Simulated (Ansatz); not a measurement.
## Electronic structure of ClF₂H₃MoO₃ (SMILES [OH][Mo]([OH])([OH])([F])([F])[Cl]) in real space

The calculation's input:

```
crystal:
  periodic: [false, false, false]
  atoms:
    - symbol: Cl
      position_ang: [-2.710118, -0.775602, 3.849733]
    - symbol: F
      position_ang: [-2.436908, -0.833527, 1.003733]
    - symbol: F
      position_ang: [-2.172955, 1.407575, 2.082621]
    - symbol: Mo
      position_ang: [-1.160787, -0.156472, 2.184546]
    - symbol: O
      position_ang: [-0.117323, 0.614011, 3.469490]
    - symbol: O
      position_ang: [-0.202646, 0.431760, 0.728092]
    - symbol: O
      position_ang: [-0.403539, -1.813799, 2.300847]
    - symbol: H
      position_ang: [-0.226827, 1.184913, 4.239578]
    - symbol: H
      position_ang: [-0.523181, 0.857522, -0.079045]
    - symbol: H
      position_ang: [-0.689141, -2.733970, 2.352631]
basis:
  gaussian:
    orbitals: def2-SVPD
hamiltonian:
  xc: pbe0
output:
  forces: true
  orbitals: {seedname: orbitals}
```

Launched as:

```sh
ansatz run input.yaml --threads 2 --pin off --max-ram 6090MiB --events-out events.jsonl --progress --plain --runs-dir runs
```

Geometry: PBE0-D4/def2-SVP; core potentials replace the inner electrons of Mo.

Computed with isolated molecule in a Gaussian basis; Kohn-Sham density functional theory, functional PBE0 in Ansatz.

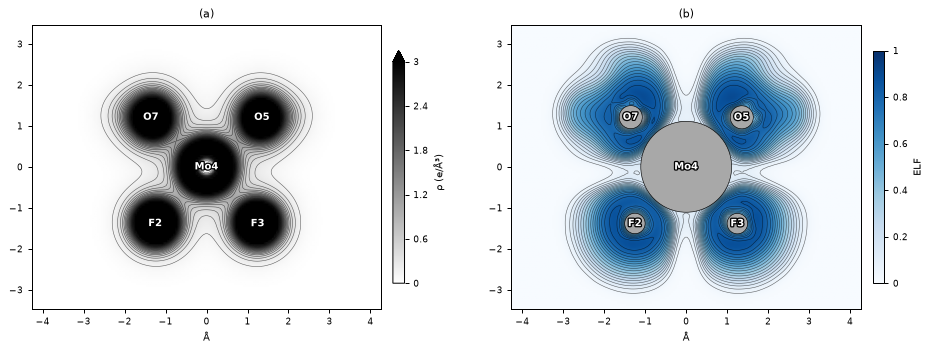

Figure 1. (a) electron density; (b) ELF on the plane of atoms F2, Mo4 and F3. Grey discs cover the atomic cores in the ELF map.

Question: Read the bonding off the picture.

Answer: The section cuts through F, Mo and O sites. Mo–O (1.83 Å): the density is about 1.2 e/Å³ at the midpoint; the ELF peaks at about 0.80 in the valence shell of O, 0.5 Å from its nucleus, and drops to about 0.25 between the two atoms. Mo–F (1.87 Å): ρ at the midpoint is about 1.1 e/Å³; the ELF peaks at about 0.80 in the valence shell of F, 0.5 Å from its nucleus, and drops to about 0.20 between the two atoms.

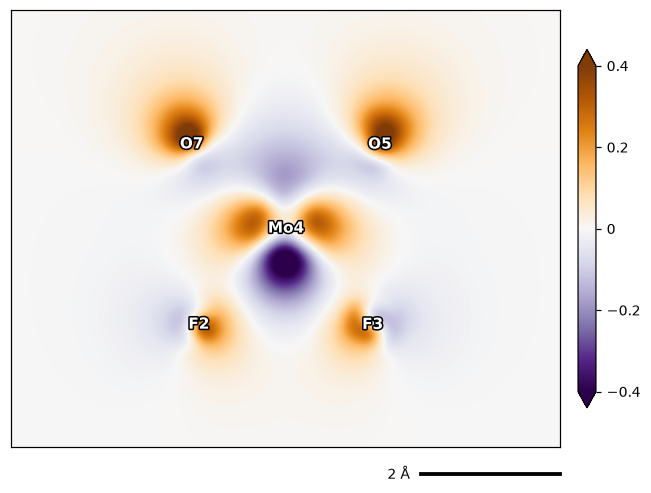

Figure 2. The LUMO on the plane of atoms F2, Mo4 and F3 (values in Å⁻³ᐟ²; the overall sign is arbitrary).

Question: Describe this orbital and give its energy.

Answer: By Hirshfeld shares it lies mainly on Mo4 (about 60 %), O6 (about 10 %), O5 (about 5 %), O7 (about 5 %) and Cl1 (about 5 %). Its energy is −4.40 eV.

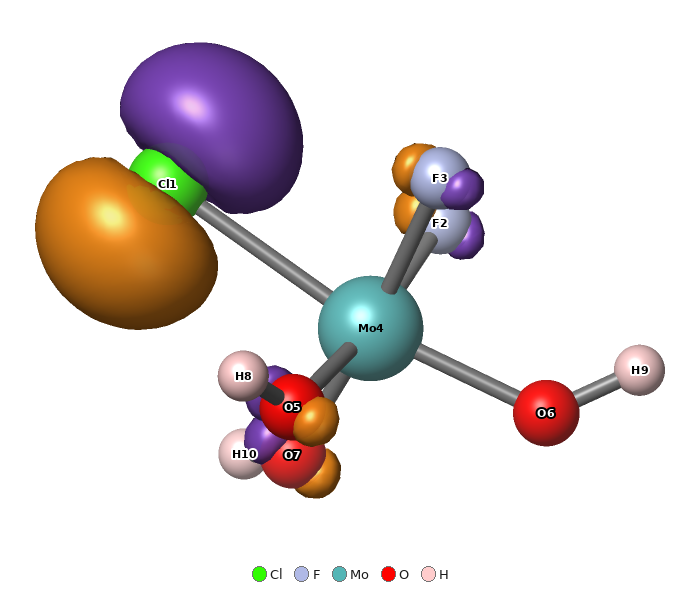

Figure 3. One frontier orbital at ±0.2 Å⁻³ᐟ² (orange and purple are the two phases), seen from one side.

Question: Which orbital is it: HOMO or LUMO?

Answer: The HOMO, at −8.63 eV. It lies mainly on Cl1 (about 85 %); largely a lone pair of Cl1.
